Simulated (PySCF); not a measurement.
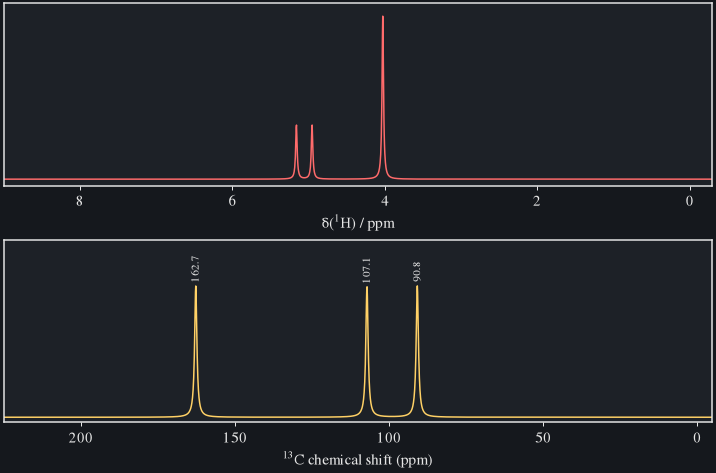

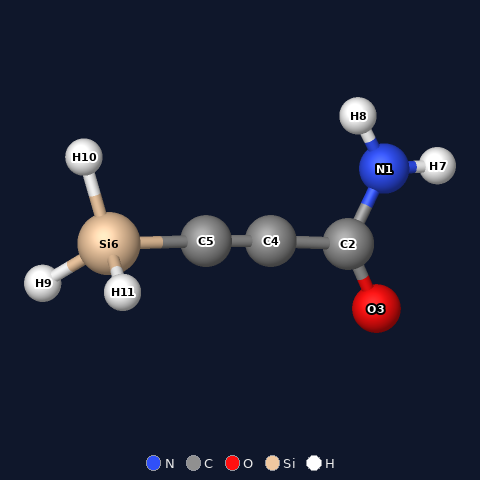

Spectrum and numbered structure of C₃H₅NOSi, SMILES NC(=O)C#C[SiH3]. GIAO shifts, HF/pcSseg-2 with PySCF, at a PBE0-D3(BJ)/def2-SVP geometry (no frequency check), against TMS for ¹H and TMS for ¹³C computed at the same level. Gas phase, fully decoupled, line heights follow the number of nuclei, widths are arbitrary (no quadrupolar broadening); values of one conformer, averaged over methyl-type rotors and exact or near symmetry. Protons on N, O or S are those of the isolated molecule, without hydrogen bonds to neighbours or exchange.

**Which ¹H nuclei are the least shielded, and which the most?**

Least shielded: H8 at 5.16 ppm. Most shielded: H9, H10 and H11 at 4.03 ppm.

**Assign the ¹³C signals to the numbered atoms.**

```
δ (ppm)  nuclei  atoms
  162.7       1     C2
  107.1       1     C4
   90.8       1     C5
```
